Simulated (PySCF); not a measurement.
# CF$_{2}$ (charge +1): single-point calculation

The run: single-point calculation of CF$_{2}$, charge +1, multiplicity 2, SMILES F[C+]F. Method and program: SVWN5/cc-pVTZ, UKS (PySCF 2.14.0).

The geometry comes from this level: PBE0-D4/def2-TZVP.

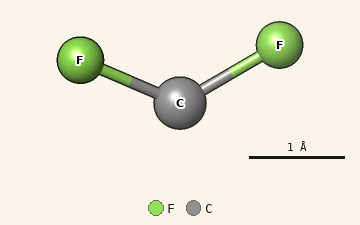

**Figure 1.** The structure (ball-and-stick view, seen at a tilt). Bond lengths as drawn: C–F 1.21 Å.

Key numbers:

```json
{"quantity": "outcome", "value": "converged"}
{"quantity": "total energy", "value": "−235.779081 hartree"}
{"quantity": "basis functions", "value": "90"}
{"quantity": "⟨S²⟩", "value": "0.752"}
{"quantity": "hardware", "value": "1 thread of Arm Neoverse V2, 112 GiB of memory available, shared host"}
{"quantity": "wall time", "value": "9.3 s"}
{"quantity": "peak memory", "value": "0.28 GiB"}
```

Remarks:

Further notes kept with the run: dipole of an ion depends on the origin.

Input (input.py):
```python
# F[C+]F
from pyscf import gto, dft

mol = gto.Mole()
mol.atom = '''
F        0.379110       0.972980       0.316190
C        0.275710      -0.221360       0.127270
F       -0.654830      -0.751620      -0.443470
'''
mol.charge = 1
mol.spin = 1
mol.basis = 'cc-pvtz'
mol.max_memory = 1860
mol.verbose = 3
mol.build()

ks = dft.UKS(mol, xc='svwn')
ks.grids.level = 5
ks.conv_tol = 1e-10
ks.kernel()
if not ks.converged:
    ks = ks.newton().run(ks.mo_coeff, ks.mo_occ)

etot = ks.e_tot
print('E = %.10f Eh' % etot)
```

Command:
```bash
OMP_NUM_THREADS=1 python input.py
```

Output:
```
WARN: HOMO -0.221962342383161 >= LUMO -0.221962342383161

converged SCF energy = -235.779080641031  <S^2> = 0.75203768  2S+1 = 2.0020366
E = -235.7790806410 Eh
```
